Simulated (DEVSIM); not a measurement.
System: W/HfO2/p-Ge capacitor, at 300 K.

```
layer (left to right)  material  thickness (nm)  Na (cm⁻³)
---------------------  --------  --------------  ---------
1                          HfO2            4.90          -
2                            Ge            2100     8.1e16
```

Metal gate on the left, work function 4.6 eV. Fixed charge at the semiconductor interface -4.4e11 cm⁻² (in units of +e); no interface traps.

The device is made up for the run: typed textbook-type constants, with dimensions and the other settings drawn at random. Values at 300 K.

| parameter | HfO2 | Ge |
|---|---|---|
| gap (eV) | 5.7 | 0.664 |
| affinity (eV) | 2.5 | 4 |
| permittivity | 22 | 16 |
| Nc (cm⁻³) | - | 1.04e19 |
| Nv (cm⁻³) | - | 6e18 |

Simulated with DEVSIM: 1D Poisson equation in equilibrium, Boltzmann statistics, complete ionisation; no quantum confinement or tunnelling. Metal contacts follow the ideal Schottky-Mott rule: no Fermi-level pinning, no interface dipoles.

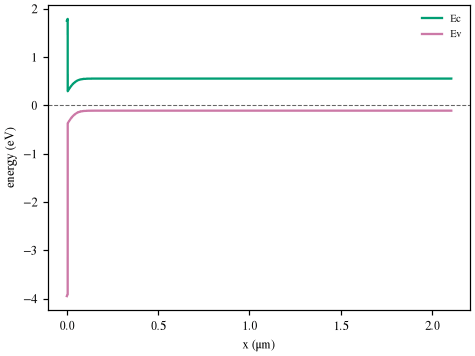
Figure: Band edges at 0.35 V on the gate

Energies count from the Fermi level of the right contact; mesh points crowd at the junctions.

```csv
x (μm),Ec (eV),Ev (eV),n (cm⁻³),p (cm⁻³),field (V/cm)
0.000,1.750,-3.950,< 1e2,< 1e2,84000
0.001006,1.758,-3.942,< 1e2,< 1e2,84000
0.002450,1.771,-3.929,< 1e2,< 1e2,84000
0.003955,1.783,-3.917,< 1e2,< 1e2,84000
0.005261,0.294,-0.370,1.2e14,3.6e12,65000
0.006839,0.304,-0.360,8.2e13,5.3e12,64000
0.01005,0.324,-0.340,3.8e13,1.2e13,61000
0.02060,0.383,-0.281,3.8e12,1.1e14,51000
0.03807,0.459,-0.205,2.0e11,2.1e15,35000
0.07364,0.535,-0.129,1.1e10,4.0e16,9700
0.1461,0.552,-0.112,5.5e9,8.0e16,160
0.3838,0.553,-0.111,5.4e9,8.1e16,≈ 0
0.7776,0.553,-0.111,5.4e9,8.1e16,≈ 0
1.382,0.553,-0.111,5.4e9,8.1e16,≈ 0
1.825,0.553,-0.111,5.4e9,8.1e16,≈ 0
1.973,0.553,-0.111,5.4e9,8.1e16,≈ 0
2.041,0.553,-0.111,5.4e9,8.1e16,≈ 0
2.074,0.553,-0.111,5.4e9,8.1e16,≈ 0
2.094,0.553,-0.111,5.4e9,8.1e16,≈ 0
2.100,0.553,-0.111,5.4e9,8.1e16,≈ 0
2.103,0.553,-0.111,5.4e9,8.1e16,≈ 0
2.105,0.553,-0.111,5.4e9,8.1e16,≈ 0
```
